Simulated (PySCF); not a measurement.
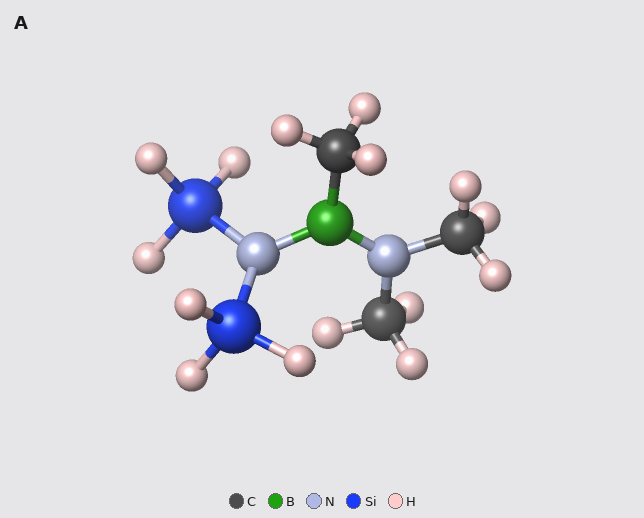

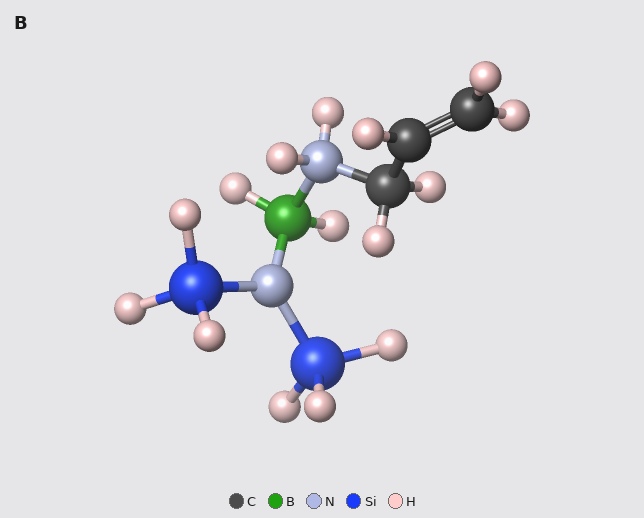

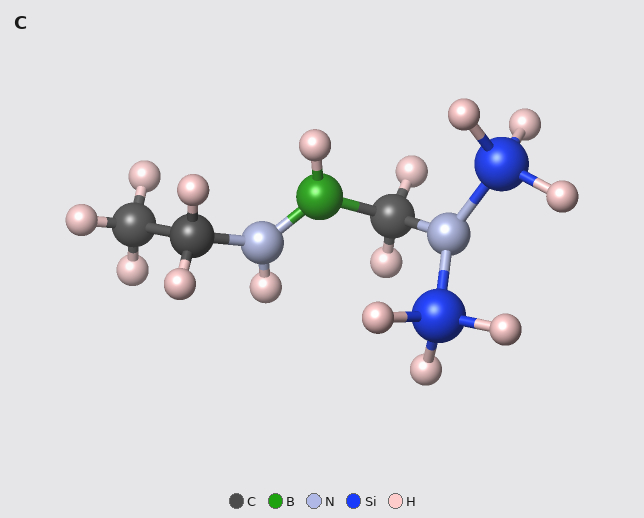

3 stationary structures of one formula. Geometries: GFN2-xTB. Electronic energies: PBE0/pcSseg-1 (PySCF 2.14.0), without zero-point energy. No frequency run is at hand to confirm each as a minimum. Each is one conformer, not always the lowest.

### Which structure is the most stable?

A is lowest; C lies 112.0 kJ/mol above it, B lies 171.5 kJ/mol above it. A is `CB(N(C)C)N([SiH3])[SiH3]`, B is `C=CC[NH2+][BH2-]N([SiH3])[SiH3]`, C is `CCNBCN([SiH3])[SiH3]`.

The geometry is semi-empirical. Around B, Si such bond lengths and angles can be off by a tenth of an ångström or more and by several degrees, and values that hang on the shape move with them.
